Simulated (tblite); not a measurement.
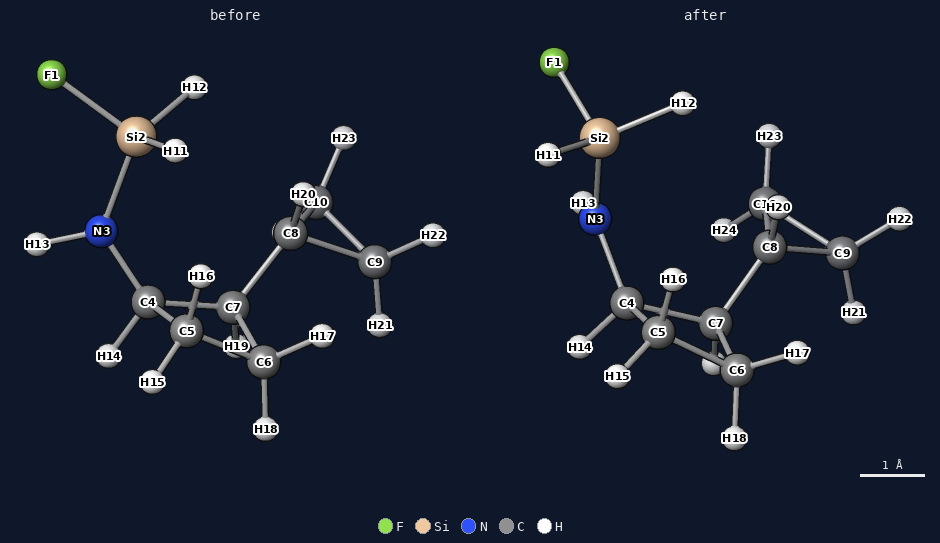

The structure of C7H14FNSi before (left) and after (right) a relaxation, at one scale.

A ball-and-stick model, seen at a tilt.

The calculation used GFN2-xTB geometry optimisation, gas phase in tblite 0.8.0. 

**Summarise the run.**

The largest move after the best rigid fit is that of H13, 1.86 Å. Largest moves by element: H 1.86 Å, F 0.97 Å, N 0.46 Å, C 0.42 Å, Si 0.34 Å. Some distances before and after: C4–C7 1.454 → 1.561 Å, F1–Si2 1.692 → 1.610 Å, N3–C4 1.363 → 1.431 Å, C10–H23 1.118 → 1.079 Å. Bond angles that change, for instance: C7–C8–C9 109.7° → 120.1°, N3–C4–C5 108.3° → 117.7°, N3–C4–C7 127.6° → 118.6°. After 199 geometry steps the energy has fallen by 137.1 kJ/mol.
